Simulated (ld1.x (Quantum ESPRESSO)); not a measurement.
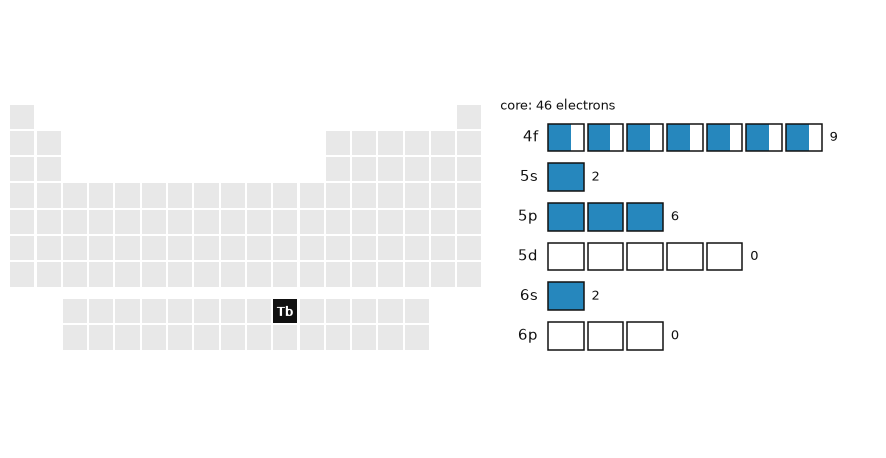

Figure 1. Left, the place of terbium in the periodic table; right, the valence shells of the reference configuration: a box for each of the 2l + 1 orbitals, shaded by the share of the shell that is filled, with the electron count at the right. The shells are those of the unaltered input.

# Run report: Tb, pseudopotential generation

- system: terbium (Tb, Z = 65), core [Kr] 4d10, reference valence 4f9 5s2 5p6 5d0 6s2 6p0, valence charge 19. (This line and the method describe the unaltered input from which the odd one was made.)
- method: RRKJ potential, revPBE, scalar-relativistic, made with ld1.x (Quantum ESPRESSO) 7.5

**Input**
```
 &input
   title='Tb', zed=65., rel=1, dft='REVPBE', iswitch=3,
   config='[Xe] 4f9 5d0 6s2 6p0',
   nld=4, rlderiv=3.65, eminld=-5.0, emaxld=5.0, deld=0.02
 /
 &inputp
   pseudotype=2, tm=.false., rho0=0.02, lloc=1,
   nlcc=.false.,
   file_wfcaegen='ae.wfc', file_wfcncgen='nc.wfc', file_beta='beta', file_chi='chi'
 /
4
5S  1  0   2.00   0.00  2.10  2.10  0.0
5D  3  2   0.00   0.00  3.35  3.35  0.0
4F  4  3   9.00   0.00  1.15  1.15  0.0
5P  2  1   6.00   0.00  1.40  1.40  0.0
 &test
   configts(1)='4f9 5s2 5p6 5d0 6s2 6p0'
 /
```

Launched with:
```bash
ld1.x < Tb.in > Tb.out
```

**Output**
```
     Program LD1 v.7.5
     --------------------------- All-electron run ----------------------------

     Tb
     scalar relativistic calculation

     atomic number is 65.00
     dft =REVPBE   lsd =0 sic =0 latt =0  beta=0.20 tr2=1.0E-14
     Exchange-correlation= REVPBE
                           (   1   4   4   4   0   0   0)
     mesh =1263 r(mesh) =  99.54529 a.u. xmin = -7.00 dx = 0.01250
     1 Ry =  13.60569312 eV, c = 137.03599908

     n l     nl                  e(Ry)          e(Ha)          e(eV)
     1 0     1S 1( 2.00)     -3811.9147     -1905.9574    -51863.7419
     2 0     2S 1( 2.00)      -631.8932      -315.9466     -8597.3446
     2 1     2P 1( 6.00)      -561.4132      -280.7066     -7638.4162
     3 0     3S 1( 2.00)      -140.1531       -70.0765     -1906.8797
     3 1     3P 1( 6.00)      -118.4230       -59.2115     -1611.2275
     4 0     4S 1( 2.00)       -27.7601       -13.8801      -377.6958
     4 1     4P 1( 6.00)       -20.6084       -10.3042      -280.3921
     3 2     3D 1(10.00)       -90.1425       -45.0712     -1226.4512
     5 0     5S 1( 2.00)        -3.4899        -1.7450       -47.4829
     5 1     5P 1( 6.00)        -1.8248        -0.9124       -24.8282
     4 2     4D 1(10.00)       -10.7985        -5.3992      -146.9209
     4 3     4F 1( 9.00)        -0.2209        -0.1104        -3.0051
     5 2     5D 1( 0.00)        -0.0921        -0.0460        -1.2526
     6 0     6S 1( 2.00)        -0.2686        -0.1343        -3.6548
     6 1     6P 1( 0.00)        -0.0859        -0.0429        -1.1687

     final scf error:  7.8E-16 reached in  29 iterations

     Etot =  -23418.492035 Ry,  -11709.246017 Ha, -318624.816025 eV

     Ekin =   25207.858505 Ry,   12603.929253 Ha,  342970.387109 eV
     Encl =  -57233.207447 Ry,  -28616.603724 Ha, -778697.456969 eV
     Eh   =    9119.211001 Ry,    4559.605501 Ha,  124073.186404 eV
     Exc  =    -512.354094 Ry,    -256.177047 Ha,   -6970.932569 eV

     normalization and overlap integrals

     s(1S/1S) =  1.000000  <r> =   0.0215  <r2> =    0.0006  r(max) =   0.0136
     s(2S/2S) =  1.000000  <r> =   0.0915  <r2> =    0.0099  r(max) =   0.0772
     s(2P/2P) =  1.000000  <r> =   0.0809  <r2> =    0.0080  r(max) =   0.0632
     s(3S/3S) =  1.000000  <r> =   0.2393  <r2> =    0.0654  r(max) =   0.2205
     s(3P/3P) =  1.000000  <r> =   0.2381  <r2> =    0.0657  r(max) =   0.2150
     s(4S/4S) =  1.000000  <r> =   0.5414  <r2> =    0.3308  r(max) =   0.5031
     s(4P/4P) =  1.000000  <r> =   0.5736  <r2> =    0.3743  r(max) =   0.5289
     s(3D/3D) =  1.000000  <r> =   0.2165  <r2> =    0.0551  r(max) =   0.1761
     s(5S/5S) =  1.000000  <r> =   1.3268  <r2> =    1.9827  r(max) =   1.1772
     s(5P/5P) =  1.000000  <r> =   1.5719  <r2> =    2.8172  r(max) =   1.3507
     s(4D/4D) =  1.000000  <r> =   0.6237  <r2> =    0.4517  r(max) =   0.5491
     s(4F/4F) =  1.000001  <r> =   0.9097  <r2> =    1.1631  r(max) =   0.5561
     s(5D/5D) =  1.000000  <r> =   3.5057  <r2> =   15.9684  r(max) =   2.1183
     s(6S/6S) =  1.000000  <r> =   4.1886  <r2> =   20.0072  r(max) =   3.5364
     s(6P/6P) =  1.000000  <r> =   6.0718  <r2> =   42.7826  r(max) =   4.8337

     ------------------------ End of All-electron run ------------------------

     --------------------- Generating NC pseudopotential ---------------------

      Generating local pot.: lloc=1, matching radius rcloc =   1.4000

      Wfc   5S  rcut= 2.118  Estimated cut-off energy=       12.26 Ry
      Using 4 Bessel functions for this wfc, rho(0) = 0.020
      This function has    0 nodes for 0 < r <    2.118

      Wfc   5D  rcut= 3.322  Estimated cut-off energy=       21.02 Ry
      This function has    0 nodes for 0 < r <    3.322

      Wfc   4F  rcut= 1.163  Estimated cut-off energy=      219.14 Ry
      This function has    0 nodes for 0 < r <    1.163

     ------------------- End of pseudopotential generation -------------------

     --------------------------- All-electron run ----------------------------

     Tb
     scalar relativistic calculation

     atomic number is 65.00
     dft =REVPBE   lsd =0 sic =0 latt =0  beta=0.20 tr2=1.0E-14
     Exchange-correlation= REVPBE
                           (   1   4   4   4   0   0   0)
     mesh =1263 r(mesh) =  99.54529 a.u. xmin = -7.00 dx = 0.01250
     1 Ry =  13.60569312 eV, c = 137.03599908

     n l     nl                  e(Ry)          e(Ha)          e(eV)
     1 0     1S 1( 2.00)     -3811.9147     -1905.9574    -51863.7419
     2 0     2S 1( 2.00)      -631.8932      -315.9466     -8597.3446
     2 1     2P 1( 6.00)      -561.4132      -280.7066     -7638.4162
     3 0     3S 1( 2.00)      -140.1531       -70.0765     -1906.8797
     3 1     3P 1( 6.00)      -118.4230       -59.2115     -1611.2275
     4 0     4S 1( 2.00)       -27.7601       -13.8801      -377.6958
     4 1     4P 1( 6.00)       -20.6084       -10.3042      -280.3921
     3 2     3D 1(10.00)       -90.1425       -45.0712     -1226.4512
     5 0     5S 1( 2.00)        -3.4899        -1.7450       -47.4829
     5 1     5P 1( 6.00)        -1.8248        -0.9124       -24.8282
     4 2     4D 1(10.00)       -10.7985        -5.3992      -146.9209
     4 3     4F 1( 9.00)        -0.2209        -0.1104        -3.0051
     5 2     5D 1( 0.00)        -0.0921        -0.0460        -1.2526
     6 0     6S 1( 2.00)        -0.2686        -0.1343        -3.6548
     6 1     6P 1( 0.00)        -0.0859        -0.0429        -1.1687

     final scf error:  7.8E-16 reached in  29 iterations

     Etot =  -23418.492035 Ry,  -11709.246017 Ha, -318624.816025 eV

     Ekin =   25207.858505 Ry,   12603.929253 Ha,  342970.387109 eV
     Encl =  -57233.207447 Ry,  -28616.603724 Ha, -778697.456969 eV
     Eh   =    9119.211001 Ry,    4559.605501 Ha,  124073.186404 eV
     Exc  =    -512.354094 Ry,    -256.177047 Ha,   -6970.932569 eV

     normalization and overlap integrals

     s(1S/1S) =  1.000000  <r> =   0.0215  <r2> =    0.0006  r(max) =   0.0136
     s(2S/2S) =  1.000000  <r> =   0.0915  <r2> =    0.0099  r(max) =   0.0772
     s(2P/2P) =  1.000000  <r> =   0.0809  <r2> =    0.0080  r(max) =   0.0632
     s(3S/3S) =  1.000000  <r> =   0.2393  <r2> =    0.0654  r(max) =   0.2205
     s(3P/3P) =  1.000000  <r> =   0.2381  <r2> =    0.0657  r(max) =   0.2150
     s(4S/4S) =  1.000000  <r> =   0.5414  <r2> =    0.3308  r(max) =   0.5031
     s(4P/4P) =  1.000000  <r> =   0.5736  <r2> =    0.3743  r(max) =   0.5289
     s(3D/3D) =  1.000000  <r> =   0.2165  <r2> =    0.0551  r(max) =   0.1761
     s(5S/5S) =  1.000000  <r> =   1.3268  <r2> =    1.9827  r(max) =   1.1772
     s(5P/5P) =  1.000000  <r> =   1.5719  <r2> =    2.8172  r(max) =   1.3507
     s(4D/4D) =  1.000000  <r> =   0.6237  <r2> =    0.4517  r(max) =   0.5491
     s(4F/4F) =  1.000001  <r> =   0.9097  <r2> =    1.1631  r(max) =   0.5561
     s(5D/5D) =  1.000000  <r> =   3.5057  <r2> =   15.9684  r(max) =   2.1183
     s(6S/6S) =  1.000000  <r> =   4.1886  <r2> =   20.0072  r(max) =   3.5364
     s(6P/6P) =  1.000000  <r> =   6.0718  <r2> =   42.7826  r(max) =   4.8337

     ------------------------ End of All-electron run ------------------------

     Computing logarithmic derivative in   3.64874
     Message from routine compute phi:
     negative determinant

      ld=  -0.173129 f2ae  0.083261 faenor  0.576706

       Warning: n=3, l=1 expected 1 nodes, found 0
       Setting wfc to zero for this iteration
       (This warning will only be printed once per wavefunction)

     Computing logarithmic derivative in   3.64874
     Computing the partial wave expansion
     R is outside the sphere for l=    0 j= 0.00
       no projector for channel:   1
     R is outside the sphere for l=    2 j= 0.00
     R is outside the sphere for l=    3 j= 0.00

     ---------------------- Testing the pseudopotential ----------------------

     Tb
     scalar relativistic calculation

     atomic number is 65.00   valence charge is 19.00
     dft =REVPBE   lsd =0 sic =0 latt =0  beta=0.20 tr2=1.0E-14
     mesh =1263 r(mesh) =  99.54529 xmin = -7.00 dx = 0.01250

     n l     nl             e AE (Ry)        e PS (Ry)    De AE-PS (Ry)
     4 3     4F   1( 9.00)       -0.22087       -0.22087       -0.00000
     1 0     5S   1( 2.00)       -3.48993       -3.48993       -0.00000
     2 1     5P   1( 6.00)       -1.82484       -1.82485        0.00002
     3 2     5D   1( 0.00)       -0.09206       -0.09206       -0.00000
     2 0     6S   1( 2.00)       -0.26862       -0.27748        0.00886  !
     3 1     6P   1( 0.00)       -0.08590       -0.08590        0.00000

     eps = 7.0E-15  iter = 21

     Etot =  -23418.492035 Ry,  -11709.246017 Ha, -318624.816025 eV
     Etotps =  -250.001251 Ry,    -125.000625 Ha,   -3401.440300 eV

     Ekin =     264.460469 Ry,     132.230234 Ha,    3598.167983 eV
     Encl =    -503.459739 Ry,    -251.729870 Ha,   -6849.918712 eV
     Ehrt =     237.375429 Ry,     118.687714 Ha,    3229.657241 eV
     Ecxc =     -26.344750 Ry,     -13.172375 Ha,    -358.438578 eV
     Epseu=    -222.032660 Ry,    -111.016330 Ha,   -3020.908234 eV

     ---------------------- End of pseudopotential test ----------------------
```

**What the run reported**

- outcome: generated; ld1.x warns of wrong node counts
- hardware: 1 CPU thread, shared host
- wall time: 1.7 s

**What is odd here**

The input is odd on purpose: file_pseudopw left out. The program ran to the end. The all-electron atom is untouched: its total energy equals that from the unaltered input (−23418.4920 Ry). The pseudo-atom's energy and levels in the reference configuration are also those from the unaltered input, so the oddity leaves no trace there. The pseudo-atom misses the all-electron 6s level by 0.009 Ry, much as with the unaltered input. No test for ghost states or cutoffs was run on this potential, so its soundness isn't shown. ld1.x warns that it found 0 nodes in place of 1 for the p state with pseudo n = 3. It picks states by counting nodes, so it can end on another state than the one meant.
